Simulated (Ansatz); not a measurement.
# The cluster Al₂P₂: single points with varied inputs

Aim: run the cluster Al₂P₂ under a spread of inputs, and see what each costs and gives.

Method: the settings change from run to run; program: Ansatz 0.2.0, Gaussian basis.

**1. The relaxed structure**

The structure was relaxed beforehand with PBE-D4 in a triple-zeta def2 set.

4 atoms, charge 0, spin multiplicity 1.

Atoms are counted from 1 here; the program's logs count them from 0.

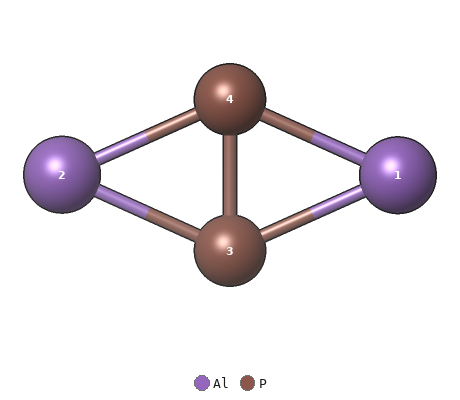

The structure; aluminium purple, phosphorus brown; atoms are numbered from 1 in the order of the file.

**2. LC-wPBE/cc-pVDZ**

Options: a grid of angular degree 11.

The input, in.yaml:

```yaml
crystal:
  periodic: [false, false, false]
  atoms:
    - {symbol: Al, position_ang: [0.231097, 1.858568, -1.330952]}
    - {symbol: Al, position_ang: [-0.231349, -1.858193, 1.331385]}
    - {symbol: P, position_ang: [-0.526316, -0.476159, -0.756161]}
    - {symbol: P, position_ang: [0.526567, 0.475783, 0.755729]}
basis:
  gaussian: {orbitals: cc-pVDZ, final_grid: {core_spheres: 5, valence_spheres: 4, degree: 11}}
hamiltonian: {xc: {name: LC-wPBE}}
scf: {omitted_lower_state_checks: [starts]}
output: {forces: true}
```

On the command line:

```console
ansatz run in.yaml --threads 4 --pin off --events-out ev --progress --plain --max-ram 3916MiB
```

Output:

```text
Functional definition: LC-wPBE
  name "LC-wPBE"
  cite "Vydrov & Scuseria, J. Chem. Phys. 125, 234109 (2006) doi:10.1063/1.2409292"
  cite "Heyd & Scuseria, J. Chem. Phys. 120, 7274 (2004) doi:10.1063/1.1668634"
  cite "Ernzerhof & Perdew, J. Chem. Phys. 109, 3313 (1998) doi:10.1063/1.476928"
  cite "Perdew, Burke & Ernzerhof, Phys. Rev. Lett. 77, 3865 (1996) doi:10.1103/PhysRevLett.77.3865"
  parent pbe
  parameter omega = 0.4/bohr
  exchange = pbe_x_sr(omega) + exact_x_lr(omega)
  correlation = pbe_c
these checks for a lower state are left out or cut short: starts
749 factors; integrals over basis functions are off by at most 9.3e-4 eV
306 factors; integrals over basis functions are off by at most 2.6e-5 eV
mean field evaluation 1: about -31759.2150 eV, gradient 8.5e0 eV
mean field evaluation 2: about -31759.5538 eV, gradient 4.0e0 eV
mean field evaluation 4: about -31759.6250 eV, gradient 2.0e-1 eV
mean field evaluation 8: about -31759.6533 eV, gradient 2.1e-3 eV
mean field -31759.65326736 eV, -1167.1457301092 hartree, gradient 5.9e-5 eV, S^2 0.000000; 0 other end points of the search recorded, 0 dependent functions left out
the calculation of the forces begins
reference -31759.65326736 eV, -1167.1457301094 hartree; 28, 28 occupied and 44, 44 virtual orbitals, 749 factors
Total energy: -31759.65326736 eV, -1167.1457301094 hartree
Atom 0 at     0.231097     1.858568    -1.330952 Å, force    -0.019175    -0.155219     0.110389 eV/Å
Atom 1 at    -0.231349    -1.858193     1.331385 Å, force     0.019254     0.154100    -0.111269 eV/Å
Atom 2 at    -0.526316    -0.476159    -0.756161 Å, force     0.375318     0.339858     0.539515 eV/Å
Atom 3 at     0.526567     0.475783     0.755729 Å, force    -0.375397    -0.338738    -0.538635 eV/Å
Dipole moment:     0.000091     0.000122     0.000042 e Å
Checks for a lower state left out: starts
```

It took 0.45 s on 4 threads of Intel Xeon 6975P-C, shared host.

Largest force 0.740 eV/Å, dipole 0.00 D.

**3. wB97/def2-SVPD**

This run has unrestricted orbitals, high accuracy.

Changes to in.yaml since step 2:

```diff
@@ -8,4 +8,6 @@
 basis:
-  gaussian: {orbitals: cc-pVDZ, final_grid: {core_spheres: 5, valence_spheres: 4, degree: 11}}
-hamiltonian: {xc: {name: LC-wPBE}}
+  gaussian: {orbitals: def2-SVPD}
+magnetization: {spin_polarized: true, initial_magnetization: 0}
+hamiltonian: {xc: {name: wB97}}
+accuracy: high
 scf: {omitted_lower_state_checks: [starts]}
```

Launched as before.

Output, shortened:

```text
Functional definition: wB97
  name "wB97"
  cite "Chai & Head-Gordon, J. Chem. Phys. 128, 084106 (2008) doi:10.1063/1.2834918"
  cite "Becke, J. Chem. Phys. 107, 8554 (1997) doi:10.1063/1.475007"
[...]
  # The coefficients of nought are those of the uniform gas.
[...]
      + integral(e_c_pw_opposite_spin*poly(b97_u_opposite, 1, cos1, cos2, cos3, cos4))
[...]
1723 factors; integrals over basis functions are off by at most 3.4e-9 eV
723 factors; integrals over basis functions are off by at most 1.4e-9 eV
[...]
mean field -31759.59036015 eV, -1167.1434183121 hartree, gradient 5.4e-8 eV, S^2 0.000000; 0 other end points of the search recorded, 0 dependent functions left out
[...]
reference -31759.59035912 eV, -1167.1434182741 hartree; 28, 28 occupied and 68, 68 virtual orbitals, 1723 factors
Total energy: -31759.59035912 eV, -1167.1434182741 hartree
Atom 0 at     0.231097     1.858568    -1.330952 Å, force    -0.025514    -0.205152     0.146238 eV/Å
Atom 1 at    -0.231349    -1.858193     1.331385 Å, force     0.025375     0.204152    -0.147036 eV/Å
Atom 2 at    -0.526316    -0.476159    -0.756161 Å, force     0.355721     0.321989     0.511164 eV/Å
Atom 3 at     0.526567     0.475783     0.755729 Å, force    -0.355582    -0.320989    -0.510366 eV/Å
Dipole moment:     0.000090     0.000126     0.000041 e Å
Checks for a lower state left out: starts
```

Wall time 12 s (4 threads of Intel Xeon 6975P-C, shared host); peak memory 0.93 GiB.

Largest force 0.701 eV/Å, dipole 0.00 D, ⟨S²⟩ 0.000.

**4. r2SCAN50/x2c-TZVPPall**

Options: relativity set to scalar.

The input, in.yaml:

```yaml
crystal:
  periodic: [false, false, false]
  atoms:
    - {symbol: Al, position_ang: [0.231097, 1.858568, -1.330952]}
    - {symbol: Al, position_ang: [-0.231349, -1.858193, 1.331385]}
    - {symbol: P, position_ang: [-0.526316, -0.476159, -0.756161]}
    - {symbol: P, position_ang: [0.526567, 0.475783, 0.755729]}
basis:
  gaussian: {orbitals: x2c-TZVPPall}
hamiltonian: {xc: {name: r2SCAN50}, pseudopotentials: {relativity: scalar}}
```

Launched as before.

Output, shortened:

```text
Functional definition: r2SCAN50
  name "r2SCAN50"
  cite "Bursch, Neugebauer, Ehlert & Grimme, J. Chem. Phys. 156, 134105 (2022) doi:10.1063/5.0086040"
  cite "Furness, Kaplan, Ning, Perdew & Sun, J. Phys. Chem. Lett. 11, 8208 (2020) doi:10.1021/acs.jpclett.0c02405"
  cite "Furness, Kaplan, Ning, Perdew & Sun, J. Phys. Chem. Lett. 11, 9248 (2020) doi:10.1021/acs.jpclett.0c03077"
  parent r2scan
[...]
1248 factors; their error is unknown
[...]
mean field -31836.36771041 eV, -1169.9649338926 hartree, gradient 2.5e-5 eV, S^2 0.000000; 0 other end points of the search recorded, 0 dependent functions left out
reference -31836.36771641 eV, -1169.9649341130 hartree; 28, 28 occupied and 140, 140 virtual orbitals, 1248 factors
Total energy: -31836.36771641 eV, -1169.9649341130 hartree
Relativity: scalar
```

Wall time 1.5 s (4 threads of Intel Xeon 6975P-C, shared host).

**5. CAM-B3LYP/pcseg-2**

Options: finite nuclei, D3(BJ) with three-body dispersion, the search for lower states set to light.

Changes to in.yaml since step 4:

```diff
@@ -8,3 +8,5 @@
 basis:
-  gaussian: {orbitals: x2c-TZVPPall}
-hamiltonian: {xc: {name: r2SCAN50}, pseudopotentials: {relativity: scalar}}
+  gaussian: {orbitals: pcseg-2, nuclear_model: gaussian}
+hamiltonian: {xc: {name: CAM-B3LYP}, dispersion: d3bjatm}
+scf: {lower_state_search: light}
+output: {forces: true}
```

The command is unchanged.

Output, shortened:

```text
Functional definition: CAM-B3LYP
  name "CAM-B3LYP"
  cite "Yanai, Tew & Handy, Chem. Phys. Lett. 393, 51 (2004) doi:10.1016/j.cplett.2004.06.011"
  cite "Iikura, Tsuneda, Yanai & Hirao, J. Chem. Phys. 115, 3540 (2001) doi:10.1063/1.1383587"
  cite "Becke, Phys. Rev. A 38, 3098 (1988) doi:10.1103/PhysRevA.38.3098"
  cite "Lee, Yang & Parr, Phys. Rev. B 37, 785 (1988) doi:10.1103/PhysRevB.37.785"
  cite "Vosko, Wilk & Nusair, Can. J. Phys. 58, 1200 (1980) doi:10.1139/p80-159"
[...]
  # Exact exchange under (alpha + beta erf(omega r))/r, Becke's under what is left of 1/r.
[...]
1080 factors; their error is unknown
196 factors; integrals over basis functions are off by at most 1.3e-4 eV
[...]
mean field -31772.77495485 eV, -1167.6279432304 hartree, gradient 3.7e-5 eV, S^2 0.000000; 0 other end points of the search recorded, 0 dependent functions left out
[...]
reference -31772.77506380 eV, -1167.6279472341 hartree; 28, 28 occupied and 108, 108 virtual orbitals, 1080 factors
Total energy: -31772.98696355 eV, -1167.6357344063 hartree
Atom 0 at     0.231097     1.858568    -1.330952 Å, force    -0.018249    -0.147107     0.104723 eV/Å
Atom 1 at    -0.231349    -1.858193     1.331385 Å, force     0.018200     0.146177    -0.105435 eV/Å
Atom 2 at    -0.526316    -0.476159    -0.756161 Å, force     0.362477     0.328110     0.520885 eV/Å
Atom 3 at     0.526567     0.475783     0.755729 Å, force    -0.362428    -0.327179    -0.520173 eV/Å
Dipole moment:     0.000069     0.000130     0.000064 e Å
```

It took 1.1 s on 4 threads of Intel Xeon 6975P-C, shared host.

Largest force 0.714 eV/Å, dipole 0.00 D.

**6. All runs side by side**

| level | charge | multiplicity | geometry | functions | energy (eV) | time |
| --- | --- | --- | --- | --- | --- | --- |
| LC-wPBE/cc-pVDZ | 0 | 1 | relaxed | 72 | -31759.653 | 0.45 s |
| wB97/def2-SVPD | 0 | 1 | relaxed | 96 | -31759.590 | 12 s |
| r2SCAN50/x2c-TZVPPall | 0 | 1 | relaxed | 168 | -31836.368 | 1.5 s |
| CAM-B3LYP/pcseg-2 | 0 | 1 | relaxed | 136 | -31772.987 | 1.1 s |

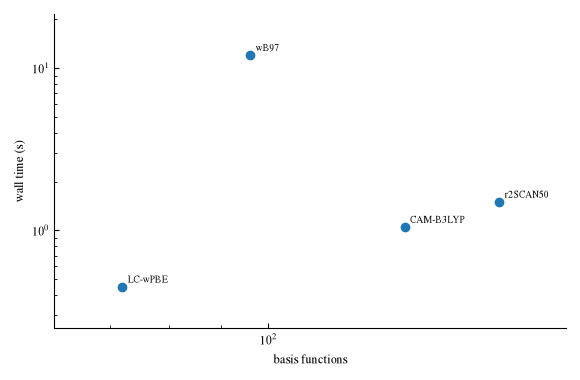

Wall time against the number of basis functions (shared host).

**7. Outcome**

```
                                         quantity                    value
                                             runs                        4
                                         quickest  LC-wPBE/cc-pVDZ, 0.45 s
                                          slowest     wB97/def2-SVPD, 12 s
spread of total energies, same state and geometry                  76.8 eV
                  dipole, same state and geometry           0.00 to 0.00 D
```

Run time spans a factor of 27, from LC-wPBE/cc-pVDZ to wB97/def2-SVPD. The jobs differ in tasks and options as well as level. The totals spread over 77 eV; they can't be compared across methods or bases. Some of these runs are scalar-relativistic and others not, which shifts the totals of all-electron atoms past neon by several eV an atom and more; core potentials, where a basis has them, take the core out of the total altogether. At the PBE-D4/def2-TZVP geometry and in the same state, the sound runs without point charges leave forces up to 0.74 eV/Å (LC-wPBE/cc-pVDZ).
